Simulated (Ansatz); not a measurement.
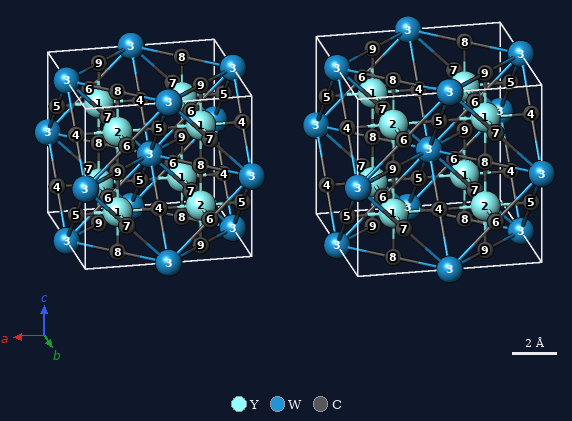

Two geometries of solid Y2WC6 (a generated structure, set up in Fm-3m) (coarse preliminary run), drawn at one scale. One is the start of a relaxation, the other its converged end. Style: ball-and-stick. Shown: the conventional cell (4 times the calculation's cell), from a free direction. Lengths and directions refer to the drawn axes.

These are results of DFT PBE, scalar-relativistic, plane waves, PAW in Ansatz 0.2.0, not measurements. (plane-wave cutoff 420 eV; k-point mesh 4 × 4 × 4; occupations gaussian; smearing width 0.1 eV; no spin polarisation; cell and atoms relaxed; force threshold 0.04 eV/Å; at most 70 steps)

Q: Which one is relaxed?

A: The right one is the relaxed one. After 4 accepted moves (6 points after the start) the energy has fallen by 339 meV per atom. All forces vanish by symmetry, so only the cell relaxes. Pressure: 29.14 GPa at the start and 0.25 GPa at the end. At 2 points the geometry stayed and the basis and grid were re-selected for the new cell (energy shift of 19.2 meV per atom at most each time). No atom moves by more than 0.005 Å relative to the cell. The drawn cell changes as follows: a = b = c 7.873 → 8.702 Å (+10.5 %); the volume changes by +35.1 %. Some distances before and after: Y1–W3 3.409 → 3.768 Å, W3–C4 2.783 → 3.077 Å, Y1–C4 1.968 → 2.176 Å. The space group stays Fm-3m (No. 225). The run took 17 s on 1 thread of Arm Neoverse V2, with other jobs on the host, peak memory 0.45 GiB.
